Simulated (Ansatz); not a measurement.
**Tl3Cd2Bi, from a guessed structure to a relaxed one**

Starting from a made-up structure for Tl3Cd2Bi, the aim is the relaxed cell, its shortest contacts and, where a second run follows, its electronic structure.

Calculated with Ansatz 0.2.0; DFT, PBE, plane-wave PAW, files of the set soft_1, scalar-relativistic, no spin, cell and ions relaxed at zero pressure; PAW set soft_1, in the first sound run; inputs show where later runs differ.

## (1) The starting structure

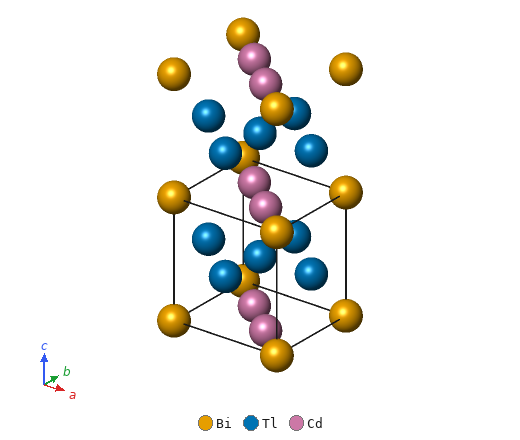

The cell as given, slightly off an axis (bismuth orange, thallium blue, cadmium pink). 1×1×2 cells are drawn. Some periodic images of atoms are drawn too.

## (2) Relaxation of the guess

The guess takes its coordinates from another compound and its volume from a rule, so the cell and any free coordinates are relaxed together.

input.yaml

```yaml
crystal:
  lattice:
    - [6.333, 0.0, 0.0]
    - [-3.1665, 5.484538882, 0.0]
    - [0.0, 0.0, 4.659]
  atoms:
    - { symbol: Bi, position: [0.0, 0.0, 0.0] }
    - { symbol: Tl, position: [0.5, 0.0, 0.5] }
    - { symbol: Tl, position: [0.5, 0.5, 0.5] }
    - { symbol: Tl, position: [0.0, 0.5, 0.5] }
    - { symbol: Cd, position: [0.666666667, 0.333333333, 0.0] }
    - { symbol: Cd, position: [0.333333333, 0.666666667, 0.0] }
kpoints:
  mp_grid: { grid: [5, 5, 6] }
scf:
  occupations: { method: fermi_dirac, width: 0.05 }
hamiltonian:
  xc: pbe
  pseudopotentials: { kind: paw, azcp: { folder: soft_1 } }
relax:
  f_tol: 0.015
  max_steps: 70
  cell: {}
output:
  forces: true
  stress: true
```

Launch:

```
> ansatz run input.yaml --threads 4 --pin off --max-ram 10240MiB --backend cpu --events-out ev --progress --plain --runs-dir out
```

Numbers of over 12 decimals in the logs are rounded to 6 here.

The log of the run:

```text
Engine: ansatz 0.2.0, aarch64-unknown-linux-gnu
Pseudopotentials: kind: paw
Pseudopotential: Bi, paw, valence charge 15, recommended cutoff 420 eV (normal), soft_1/Bi.paw.azcp
Pseudopotential: Tl, paw, valence charge 13, recommended cutoff 420 eV (normal), soft_1/Tl.paw.azcp
Pseudopotential: Cd, paw, valence charge 20, recommended cutoff 420 eV (normal), soft_1/Cd.paw.azcp
Functional definition: PBE
  parameter kappa = 0.804
  parameter beta = 0.066725
  exchange = pbe_x(kappa = kappa, mu = beta*pi^2/3)
  correlation = pbe_c(beta = beta)
Crystal: 6 atoms, lattice volume = 161.824 Å³
Basis set: ecut = 420 eV, 3159 PW (Γ), exchange–correlation on 90×90×64 points (8 copies of the dense FFT grid, shifted against one another)
Bands: 57, of which v1, the nominal top of the filled ones, is band 47 counted from 1 (46 counted from 0)
Symmetry: 24 space group operations
Space group: P6/mmm (ITA 191), of the structure as read, at distance tolerance 5.4e-5 Å
k-points: 20 of 150
Non-local potential: Bi, projectors of the file, l = 0: 2, l = 1: 2, l = 2: 2, l = 3: 1
Non-local potential: Tl, projectors of the file, l = 0: 2, l = 1: 2, l = 2: 2, l = 3: 1
Non-local potential: Cd, projectors of the file, l = 0: 3, l = 1: 2, l = 2: 2, l = 3: 1
PAW form: soft (Blöchl's): semilocal exchange-correlation on the pseudo side does not see the compensation charge
PAW one-centre angular grid: Bi, 590 points (default); XC on 64 Gauss nodes
PAW one-centre angular grid: Tl, 590 points (default); XC on 64 Gauss nodes
PAW one-centre angular grid: Cd, 590 points (default); XC on 64 Gauss nodes
Initial density: superposition of atomic densities (chi_scale 0.1, normalization cell, long waves kept (reshape's long-wave potential 0.01 eV rms))
Initial wavefunctions: pseudopotential atomic-orbital guess
Functional: x = pbe(κ = 0.804, μ = 0.219515), c = pbe(β = 0.066725)
SCF iter   1: F=—  HF=-63246.364763 eV  |F-HF|=—  |Δ(HF+E_count)|=         —  Δρ=2.58e-2  dr2=3.72e0  ethr=3.10e-3  ⟨swp⟩=7.2  Hψ=4254  notcnv=0  defer=5
preconditioner: auto → Kerker (q_TF=auto, 2.492 Å⁻¹)  [metal: Δε(μ)=0.026 eV  Ē_g=13.944 eV  σ=0.050 eV  W_gap=0.13  n_scr=44 (ndim 8)  ℏωp=25.8 eV  f_vac=0.000  D(μ)=3.52/eV (n_scr^D=20)]
SCF iter   2: F=—  HF=-63245.748129 eV  |F-HF|=—  |Δ(HF+E_count)|=   6.17e-1  Δρ=1.49e-2  dr2=1.31e0  ethr=3.10e-3  ⟨swp⟩=2.0  Hψ=1458  notcnv=0  defer=40
SCF iter   3: F=—  HF=-63245.430921 eV  |F-HF|=—  |Δ(HF+E_count)|=   3.17e-1  Δρ=2.64e-3  dr2=2.08e-2  ethr=1.39e-3  ⟨swp⟩=3.0  Hψ=1650  notcnv=0  defer=43
SCF iter   4: F=—  HF=-63245.430016 eV  |F-HF|=—  |Δ(HF+E_count)|=   9.04e-4  Δρ=1.47e-3  dr2=5.16e-3  ethr=2.21e-5  ⟨swp⟩=2.0  Hψ=1769  notcnv=0  defer=44
SCF iter   5: F=—  HF=-63245.429340 eV  |F-HF|=—  |Δ(HF+E_count)|=   6.76e-4  Δρ=4.72e-4  dr2=6.72e-4  ethr=5.49e-6  ⟨swp⟩=2.1  Hψ=1958  notcnv=0  defer=44
SCF iter   6: F=—  HF=-63245.429126 eV  |F-HF|=—  |Δ(HF+E_count)|=   2.15e-4  Δρ=1.22e-4  dr2=6.44e-5  ethr=7.14e-7  ⟨swp⟩=2.0  Hψ=1891  notcnv=0  defer=44
SCF iter   7: F=—  HF=-63245.429150 eV  |F-HF|=—  |Δ(HF+E_count)|=   2.45e-5  Δρ=4.15e-5  dr2=6.92e-6  ethr=6.85e-8  ⟨swp⟩=2.0  Hψ=1481  notcnv=0  defer=44
SCF iter   8: F=—  HF=-63245.429149 eV  |F-HF|=—  |Δ(HF+E_count)|=   9.70e-7  Δρ=9.36e-6  dr2=3.11e-7  ethr=7.37e-9  ⟨swp⟩=2.0  Hψ=1673  notcnv=0  defer=44
SCF iter   9: F=-63245.429149 eV  HF=-63245.429149 eV  |F-HF|=2.44e-9  |Δ(HF+E_count)|=   1.14e-8  Δρ=2.01e-6  dr2=8.85e-9  ethr=1.06e-10  ⟨swp⟩=4.0  Hψ=3496  notcnv=0
SCF 1 converged in 9 iterations: F = -63245.429149 eV  dr2 = 8.85e-9
  greatest PAW one-centre occupation: 1.000 electrons in one spin orbital (limit 2), on the Cd atom at site 5 (counted from 0), in its partial waves of l = 0
relax step   1: F+E_penalty+E_count = -63245.42914919 eV  Δ(F+E_penalty+E_count) = +0.000e0 eV  max|allowed force component| = 1.735e-18 eV/Å  Δτ_max = 0.0000 Å  P = +6.830 GPa  Ω = 161.824 Å³  (9 SCF iters, dr2 threshold 1.00e-7 eV, accepted)
Crystal: 6 atoms, lattice volume = 180.549 Å³
Basis set: ecut = 420 eV, 3509 PW (Γ), exchange–correlation on 90×90×64 points (8 copies of the dense FFT grid, shifted against one another)
Initial density: handed on by an earlier stage of this run
Initial wavefunctions: those handed on with the density
iter 1 solved again at ethr=1.24e-4 eV; its pass at ethr=3.10e-3 eV (dr2=1.17e-1 eV) is discarded
SCF iter   1: F=—  HF=-63245.946970 eV  |F-HF|=—  |Δ(HF+E_count)|=         —  Δρ=4.81e-3  dr2=1.22e-1  ethr=1.24e-4  ⟨swp⟩=2.4  Hψ=5964  notcnv=0
preconditioner: auto → Kerker (q_TF=auto, 2.447 Å⁻¹)  [metal: Δε(μ)=0.034 eV  Ē_g=13.818 eV  σ=0.050 eV  W_gap=0.16  n_scr=44 (ndim 8)  ℏωp=24.4 eV  f_vac=0.000  D(μ)=3.19/eV (n_scr^D=20)]
SCF iter   2: F=—  HF=-63245.928941 eV  |F-HF|=—  |Δ(HF+E_count)|=   1.80e-2  Δρ=2.55e-3  dr2=3.68e-2  ethr=1.24e-4  ⟨swp⟩=1.0  Hψ=1140  notcnv=0
SCF iter   3: F=—  HF=-63245.922436 eV  |F-HF|=—  |Δ(HF+E_count)|=   6.50e-3  Δρ=6.42e-4  dr2=1.13e-3  ethr=3.91e-5  ⟨swp⟩=1.9  Hψ=1198  notcnv=0
SCF iter   4: F=—  HF=-63245.922391 eV  |F-HF|=—  |Δ(HF+E_count)|=   4.49e-5  Δρ=3.27e-4  dr2=2.19e-4  ethr=1.20e-6  ⟨swp⟩=2.0  Hψ=2031  notcnv=0
SCF iter   5: F=—  HF=-63245.922499 eV  |F-HF|=—  |Δ(HF+E_count)|=   1.08e-4  Δρ=6.52e-5  dr2=2.33e-5  ethr=2.33e-7  ⟨swp⟩=2.0  Hψ=2007  notcnv=0
SCF iter   6: F=—  HF=-63245.922500 eV  |F-HF|=—  |Δ(HF+E_count)|=   1.24e-6  Δρ=3.18e-5  dr2=4.29e-6  ethr=2.48e-8  ⟨swp⟩=2.0  Hψ=1847  notcnv=0
SCF iter   7: F=—  HF=-63245.922501 eV  |F-HF|=—  |Δ(HF+E_count)|=   8.55e-7  Δρ=1.23e-5  dr2=6.45e-7  ethr=4.56e-9  ⟨swp⟩=2.0  Hψ=1522  notcnv=0
SCF iter   8: F=-63245.922501 eV  HF=-63245.922501 eV  |F-HF|=2.92e-8  |Δ(HF+E_count)|=   1.14e-7  Δρ=3.47e-6  dr2=6.70e-8  ethr=6.38e-10  ⟨swp⟩=4.0  Hψ=3323  notcnv=0
SCF 2 converged in 8 iterations: F = -63245.922501 eV  dr2 = 6.70e-8
relax step   2: F+E_penalty+E_count = -63245.92250093 eV  Δ(F+E_penalty+E_count) = -4.934e-1 eV  max|allowed force component| = 4.626e-18 eV/Å  Δτ_max = 0.0000 Å  P = +1.802 GPa  Ω = 180.549 Å³  energy of the carried Pulay correction = -2.479e-3 eV  (8 SCF iters, dr2 threshold 6.00e-7 eV, accepted)
Crystal: 6 atoms, lattice volume = 188.779 Å³
Basis set: ecut = 420 eV, 3677 PW (Γ), exchange–correlation on 90×90×64 points (8 copies of the dense FFT grid, shifted against one another)
iter 1 solved again at ethr=3.35e-5 eV; its pass at ethr=3.10e-3 eV (dr2=3.14e-2 eV) is discarded
SCF iter   1: F=—  HF=-63246.035268 eV  |F-HF|=—  |Δ(HF+E_count)|=         —  Δρ=2.28e-3  dr2=3.28e-2  ethr=3.35e-5  ⟨swp⟩=2.4  Hψ=6061  notcnv=0
preconditioner: auto → Kerker (q_TF=auto, 2.429 Å⁻¹)  [metal: Δε(μ)=0.028 eV  Ē_g=13.618 eV  σ=0.050 eV  W_gap=0.14  n_scr=44 (ndim 8)  ℏωp=23.9 eV  f_vac=0.005  D(μ)=2.56/eV (n_scr^D=8)]
SCF iter   2: F=—  HF=-63246.030763 eV  |F-HF|=—  |Δ(HF+E_count)|=   4.50e-3  Δρ=1.20e-3  dr2=1.00e-2  ethr=3.35e-5  ⟨swp⟩=1.0  Hψ=1140  notcnv=0
SCF iter   3: F=—  HF=-63246.028999 eV  |F-HF|=—  |Δ(HF+E_count)|=   1.76e-3  Δρ=4.09e-4  dr2=3.65e-4  ethr=1.07e-5  ⟨swp⟩=1.8  Hψ=1172  notcnv=0
SCF iter   4: F=—  HF=-63246.029222 eV  |F-HF|=—  |Δ(HF+E_count)|=   2.23e-4  Δρ=1.40e-4  dr2=5.50e-5  ethr=3.88e-7  ⟨swp⟩=2.0  Hψ=2075  notcnv=0
SCF iter   5: F=—  HF=-63246.029230 eV  |F-HF|=—  |Δ(HF+E_count)|=   7.60e-6  Δρ=4.78e-5  dr2=9.91e-6  ethr=5.85e-8  ⟨swp⟩=2.0  Hψ=1524  notcnv=0
SCF iter   6: F=—  HF=-63246.029228 eV  |F-HF|=—  |Δ(HF+E_count)|=   1.73e-6  Δρ=1.92e-5  dr2=2.49e-6  ethr=1.05e-8  ⟨swp⟩=2.0  Hψ=1923  notcnv=0
SCF iter   7: F=-63246.029228 eV  HF=-63246.029228 eV  |F-HF|=2.22e-8  |Δ(HF+E_count)|=   5.88e-8  Δρ=9.75e-6  dr2=3.24e-7  ethr=6.38e-10  ⟨swp⟩=2.5  Hψ=4028  notcnv=0
SCF 3 converged in 7 iterations: F = -63246.029228 eV  dr2 = 3.24e-7
relax step   3: F+E_penalty+E_count = -63246.02922797 eV  Δ(F+E_penalty+E_count) = -1.067e-1 eV  max|allowed force component| = 3.098e-17 eV/Å  Δτ_max = 0.0000 Å  P = +0.270 GPa  Ω = 188.779 Å³  energy of the carried Pulay correction = -3.435e-3 eV  (7 SCF iters, dr2 threshold 6.00e-7 eV, accepted)
[... from here on, the SCF cycles and remarks between the steps are left out ...]
relax step   4: F+E_penalty+E_count = -63246.06394033 eV  Δ(F+E_penalty+E_count) = -3.471e-2 eV  max|allowed force component| = 4.433e-18 eV/Å  Δτ_max = 0.0000 Å  P = -0.267 GPa  Ω = 191.965 Å³  energy of the carried Pulay correction = -3.783e-3 eV  (6 SCF iters, dr2 threshold 6.00e-7 eV, accepted)
relax step   5: F+E_penalty+E_count = -63246.08526298 eV  Δ(F+E_penalty+E_count) = -2.132e-2 eV  max|allowed force component| = 6.939e-18 eV/Å  Δτ_max = 0.0000 Å  P = -0.044 GPa  Ω = 190.135 Å³  energy of the carried Pulay correction = -3.578e-3 eV  (5 SCF iters, dr2 threshold 6.00e-7 eV, accepted)
relax step   6: F+E_penalty+E_count = -63246.07582581 eV  Δ(F+E_penalty+E_count) = +9.437e-3 eV  max|allowed force component| = 8.712e-17 eV/Å  Δτ_max = 0.0000 Å  P = +0.276 GPa  Ω = 187.943 Å³  energy of the carried Pulay correction = -3.325e-3 eV  (6 SCF iters, dr2 threshold 4.06e-7 eV, rejected (line search))
relax step   7: F+E_penalty+E_count = -63246.09395202 eV  Δ(F+E_penalty+E_count) = -8.689e-3 eV  max|allowed force component| = 9.252e-18 eV/Å  Δτ_max = 0.0000 Å  P = +0.001 GPa  Ω = 189.822 Å³  energy of the carried Pulay correction = -3.541e-3 eV  (8 SCF iters, accepted)
relax step   8: F+E_penalty+E_count = -63246.09518368 eV  Δ(F+E_penalty+E_count) = -1.232e-3 eV  max|allowed force component| = 3.778e-17 eV/Å  Δτ_max = 0.0000 Å  P = +0.006 GPa  Ω = 189.791 Å³  energy of the carried Pulay correction = -3.537e-3 eV  (5 SCF iters, dr2 threshold 8.52e-8 eV, accepted)
relax step   9: F+E_penalty+E_count = -63246.10819561 eV  Δ(F+E_penalty+E_count) = -1.301e-2 eV  max|allowed force component| = 4.048e-17 eV/Å  Δτ_max = 0.0000 Å  P = +0.136 GPa  Ω = 189.791 Å³  stress off target by 3.88e-1 GPa  SCF on the basis re-selected at this cell (its energy is not comparable with the rows above)  (7 SCF iters)
relax step  10: F+E_penalty+E_count = -63246.11095851 eV  Δ(F+E_penalty+E_count) = -2.763e-3 eV  max|allowed force component| = 3.161e-17 eV/Å  Δτ_max = 0.0000 Å  P = +0.013 GPa  Ω = 190.859 Å³  energy of the carried Pulay correction = -1.214e-4 eV  (5 SCF iters, dr2 threshold 3.77e-7 eV, accepted)
relax step  11: F+E_penalty+E_count = -63246.11113504 eV  Δ(F+E_penalty+E_count) = -1.765e-4 eV  max|allowed force component| = 1.773e-17 eV/Å  Δτ_max = 0.0000 Å  P = +0.008 GPa  Ω = 190.986 Å³  energy of the carried Pulay correction = -1.347e-4 eV  (6 SCF iters, dr2 threshold 2.06e-8 eV, accepted)
iter 1 solved again at ethr=1.97e-7 eV; its pass at ethr=3.10e-3 eV (dr2=1.85e-4 eV) is discarded
SCF iter   1: F=—  HF=-63246.111285 eV  |F-HF|=—  |Δ(HF+E_count)|=         —  Δρ=5.21e-5  dr2=1.53e-7  ethr=1.97e-7  ⟨swp⟩=3.0  Hψ=7402  notcnv=0
preconditioner: auto → LDOS  [insulator: Δε(μ)=0.143 eV  Ē_g=13.544 eV  σ=0.050 eV  W_gap=0.54  n_scr=46 (ndim 8)  ℏωp=23.7 eV  f_vac=0.016  D(μ)=1.42/eV (n_scr^D=8)  ε∞_Penn≈4.1  β→1.0]
SCF iter   2: F=—  HF=-63246.111277 eV  |F-HF|=—  |Δ(HF+E_count)|=   8.15e-6  Δρ=3.46e-6  dr2=1.53e-8  ethr=1.63e-10  ⟨swp⟩=2.0  Hψ=2092  notcnv=0
SCF iter   3: F=—  HF=-63246.111277 eV  |F-HF|=—  |Δ(HF+E_count)|=   1.79e-9  Δρ=3.17e-6  dr2=1.53e-8  ethr=1.63e-11  ⟨swp⟩=2.0  Hψ=2086  notcnv=0
SCF iter   4: F=—  HF=-63246.111277 eV  |F-HF|=—  |Δ(HF+E_count)|=   3.27e-9  Δρ=1.25e-6  dr2=2.32e-9  ethr=1.63e-11  ⟨swp⟩=2.0  Hψ=1366  notcnv=0
SCF iter   5: F=—  HF=-63246.111277 eV  |F-HF|=—  |Δ(HF+E_count)|=  8.95e-10  Δρ=2.79e-7  dr2=1.13e-10  ethr=2.47e-12  ⟨swp⟩=2.0  Hψ=1684  notcnv=0
SCF iter   6: F=-63246.111277 eV  HF=-63246.111277 eV  |F-HF|=1.46e-11  |Δ(HF+E_count)|=  5.82e-11  Δρ=3.08e-8  dr2=1.41e-12  ethr=1.00e-12  ⟨swp⟩=4.0  Hψ=3447  notcnv=0
SCF 12 converged in 6 iterations: F = -63246.111277 eV  dr2 = 1.41e-12
relax step  12: F+E_penalty+E_count = -63246.11127722 eV  Δ(F+E_penalty+E_count) = -1.422e-4 eV  max|allowed force component| = 8.481e-18 eV/Å  Δτ_max = 0.0000 Å  P = +0.008 GPa  Ω = 190.986 Å³  stress off target by 1.73e-2 GPa  SCF on the basis re-selected at this cell (its energy is not comparable with the rows above)  (6 SCF iters)
basis re-selected at this cell: Δ(F+E_penalty+E_count) = -1.422e-4 eV, ΔP = -0.000 GPa vs the last step (what re-selecting the basis moved, of the pressure what is left beyond the Pulay correction that the steps carried, after the strain that the cell walked since its last selection, with what the two solves' SCF thresholds leave and, on support functions, any second-order correction that the steps lacked; it is no m [...]
SCF converged after 6 iterations
Free energy (F): -63246.111277 eV
Harris-Foulkes:  -63246.111277 eV  (|F-HF|=1.46e-11)
Internal energy: -63246.098380 eV  (E = F + TS)
E sigma→0 (E₀):  -63246.104829 eV
Entropy (-TS):   -0.012897 eV (-2.149 meV/atom)
Fermi energy:    9.382671 eV
--- Per-component energies (eV) ---
  E_band       = -1119.827565
  E_kinetic    = 1931.832309
  E_local      = -11894.474210  (includes V_loc(G=0)·N_el)
  E_nonlocal   = 1590.264195
  E_hartree    = 5135.056420
  E_xc         = -1021.819519
  E_vxc        = -891.746364  (∫ρ·V_xc dr)
  E_paw        = -49414.893429  (= ΣΔE_a)
  E_vpaw       = -2125.817270  (= ΣTr[D̂ρ^β])
  E_aug_tail   = 0.000794  (compensation charges beyond the density's cutoff)
  E_ewald      = -9572.064940
  E_smearing   = -0.012897  (= −TS)
  E_closure    = -0.000000  (closes the sum)
  Σ components = -63246.111277   (vs F -63246.111277, Δ=0.00e0)
--- Forces (eV/Å), atoms counted from 1 ---
  atom   1  Bi     0.00000000     0.00000000     0.00000000
  atom   2  Tl    -0.00000000     0.00000000     0.00000000
  atom   3  Tl     0.00000000    -0.00000000     0.00000000
  atom   4  Tl    -0.00000000     0.00000000     0.00000000
  atom   5  Cd     0.00000000     0.00000000     0.00000000
  atom   6  Cd    -0.00000000    -0.00000000    -0.00000000
  max |Σ_I F_I| component: 4.63e-18 eV/Å
--- Stress (GPa, compression-positive) ---
        0.017329      -0.000000       0.000000
       -0.000000       0.017329      -0.000000
        0.000000      -0.000000      -0.011315
  P = ⅓ Tr σ = 0.0078 GPa (0.078 kbar)
--- Relaxed structure (10 steps of the walk, 9 accepted, 2 SCFs on fresh bases) ---
  F+E_penalty+E_count = -63246.11127722 eV   max|allowed force component| = 8.481e-18 eV/Å   (the final SCF, on the basis selected at the relaxed cell)
  cell:  # Å, volume = 190.9863 Å³
    - [6.316403, 0, 0]
    - [-3.158202, 5.470166, 0]
    - [0, 0, 5.527541]
  atoms:
    - { symbol: Bi, position: [0, 0, 0] }
    - { symbol: Tl, position: [0.5, 0, 0.500000] }
    - { symbol: Tl, position: [0.5, 0.5, 0.500000] }
    - { symbol: Tl, position: [0, 0.5, 0.500000] }
    - { symbol: Cd, position: [0.666667, 0.333333, 0] }
    - { symbol: Cd, position: [0.333333, 0.666667, 0] }
```

The job ended after 33 s (4 threads of Arm Neoverse V1, shared host; peak memory 0.68 GiB).

Step by step:

| step | energy less that of the first step (eV) | largest force component (eV/Å) | pressure (GPa) | volume (Å³) |
| --- | --- | --- | --- | --- |
| 1 | 0.0000 | 0.0000 | 6.83 | 161.82 |
| 2 | -0.4934 | 0.0000 | 1.80 | 180.55 |
| 3 | -0.6001 | 0.0000 | 0.27 | 188.78 |
| 4 | -0.6348 | 0.0000 | -0.27 | 191.97 |
| 5 | -0.6561 | 0.0000 | -0.04 | 190.13 |
| 6 | -0.6467 | 0.0000 | 0.28 | 187.94 |
| 7 | -0.6648 | 0.0000 | 0.00 | 189.82 |
| 8 | -0.6660 | 0.0000 | 0.01 | 189.79 |
| 9* | -0.6790 | 0.0000 | 0.14 | 189.79 |
| 10 | -0.6818 | 0.0000 | 0.01 | 190.86 |
| 11 | -0.6820 | 0.0000 | 0.01 | 190.99 |
| 12* | -0.6821 | 0.0000 | 0.01 | 190.99 |

Relaxation steps marked * repeat the geometry before them on a plane-wave basis chosen anew for their cell, so energy and pressure can jump there. Relaxation step 6 was tried and not accepted.

Forces are held to the 24 operations that the run works with; a distortion that breaks them can't arise in this run.

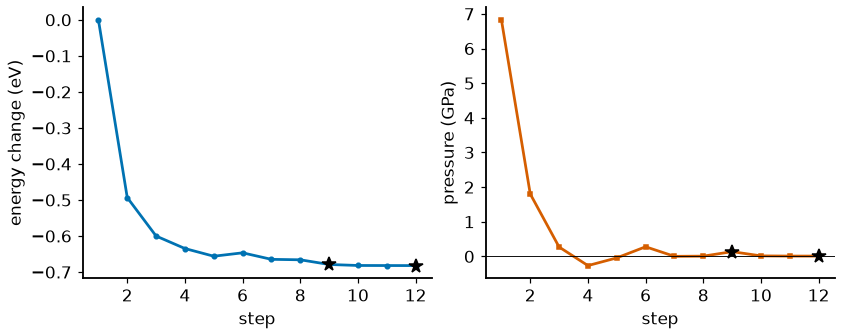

Energy and pressure along the relaxation. Stars mark steps on a basis chosen anew.

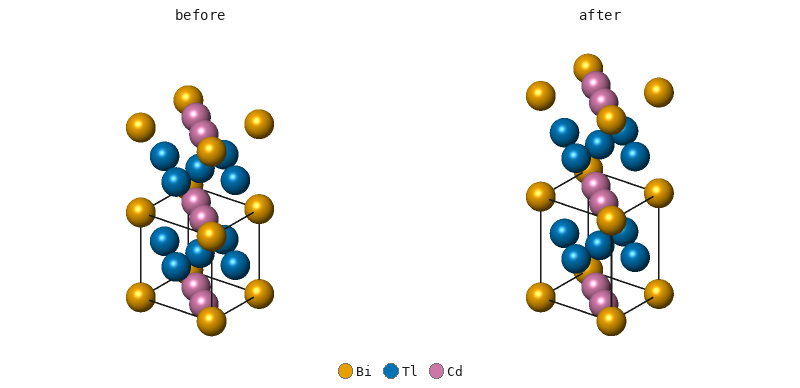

The structure before and after the relaxation, drawn at the same scale.

| cell as run | before | after | change |
| --- | --- | --- | --- |
| a (Å) | 6.333 | 6.316 | -0.3 % |
| b (Å) | 6.333 | 6.316 | -0.3 % |
| c (Å) | 4.659 | 5.528 | +18.6 % |
| volume (Å³/atom) | 26.97 | 31.83 | +18.0 % |

Numbers from this step:

- free energy: -63246.1113 eV
- energy at zero smearing: -63246.1048 eV
- smearing term TS: 0.01290 eV
- Fermi energy: 9.383 eV
- electrons: 94
- symmetry operations: 24
- pressure: 0.007781 GPa

The shortest distance of each pair, which need not be the same contact before and after:

| pair | guess (Å) | relaxed (Å) |
| --- | --- | --- |
| Tl–Tl | 3.166 | 3.158 |
| Cd–Tl | 2.961 | 3.311 |
| Bi–Cd | 3.656 | 3.647 |
| Cd–Cd | 3.656 | 3.647 |
| Bi–Tl | 3.931 | 4.197 |

The relaxation ends with a pressure of 0.01 GPa.

[end of part 1 of 2]

[Logs are printed without paths, hosts, clocks, repeated set-up lines and the standing remarks that a program may print on its own settings, such as how far it seeks lower states.]

[Hosts, paths, dates, database ids (printed as entryN), source tags and the programs' standing remarks are cut or masked in the printed files.]
